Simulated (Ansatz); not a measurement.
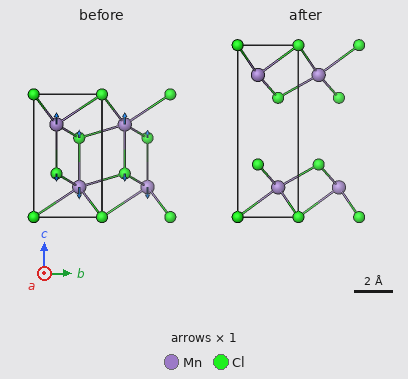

The structure of a crystal of Mn₂Cl₃ (built on the A-type sesquioxide_164 type) (coarse preliminary run) before (left) and after (right) a relaxation, at one scale. The blue arrows give the displacements (the part carried along by the change of the cell is left out), at their true length.

The picture is a ball-and-stick view of the cell of the calculation, repeated 1 × 2 × 1 with one cell outlined, seen along the a axis.

Case: A-type sesquioxide type (P-3m1, No. 164).

These are results of DFT PBE, scalar-relativistic, plane waves, PAW (Ansatz), not measurements.

The input:
```yaml
crystal:
  lattice:
    - [4.2225261004, 0.0, 0.0]
    - [-2.1112630502, 3.6568148711, 0.0]
    - [0.0, 0.0, 6.5695647197]
  atoms:
    - { symbol: Mn, position: [0.3333333333, 0.6666666667, 0.245], spin: 4.46 }
    - { symbol: Mn, position: [0.6666666667, 0.3333333333, 0.755], spin: 4.46 }
    - { symbol: Cl, position: [0.0, 0.0, 0.0] }
    - { symbol: Cl, position: [0.3333333333, 0.6666666667, 0.645] }
    - { symbol: Cl, position: [0.6666666667, 0.3333333333, 0.355] }
basis:
  ecutwfc: 420
kpoints:
  mp_grid: { grid: [6, 6, 4] }
hamiltonian:
  xc: pbe
scf:
  occupations: { method: gaussian, width: 0.1 }
  lower_state_search: "off"
output:
  forces: true
  stress: true
  eigenvalues: true
  populations: true
magnetization:
  spin_polarized: true
relax:
  adjacent_minimum: "off"
  f_tol: 0.04
  max_steps: 70
  cell: { stress_tol: 0.4 }
```

Run as
```bash
ansatz run input.yaml --threads 1 --pin off --max-ram 2560MiB --backend cpu --events-out ev --progress --plain --runs-dir out
```

Describe what moved and what it gained.

The largest moves relative to the cell, 0.66 Å, are those of Mn1 and Mn2. Mn2 goes along +c. By element the largest moves are Mn 0.66 Å, Cl 0.45 Å. The volume changes by +10.8 %, with a = b 4.223 → 3.755 Å (−11.1 %), c 6.570 → 9.203 Å (+40.1 %). Some distances before and after: Mn1–Cl4 2.628 → 4.795 Å, Mn1–Cl3 2.921 → 2.689 Å, Mn1–Cl5 2.543 → 2.490 Å. Bonds break: Mn1–Cl4 (2.63 → 4.80 Å), Mn2–Cl5 (2.63 → 4.80 Å). Bond angles that change, for instance: Mn1–Cl5–Mn1 112.3° → 97.9°, Cl5–Mn1–Cl5 112.3° → 97.9°, Cl3–Mn1–Cl5 75.9° → 86.6°. The space group stays P-3m1 (No. 164). After 15 accepted moves (19 points after the start) the energy has fallen by 177 meV per atom. Largest force component: 0.73 eV/Å at the start, 0.0097 eV/Å at the end. The pressure goes from 0.93 to 0.06 GPa. The line search rejected the trial steps at points 8, 11 of the run. At 2 points the geometry stayed and the basis and grid were re-selected for the new cell (energy shift of 13.4 meV per atom at most each time).
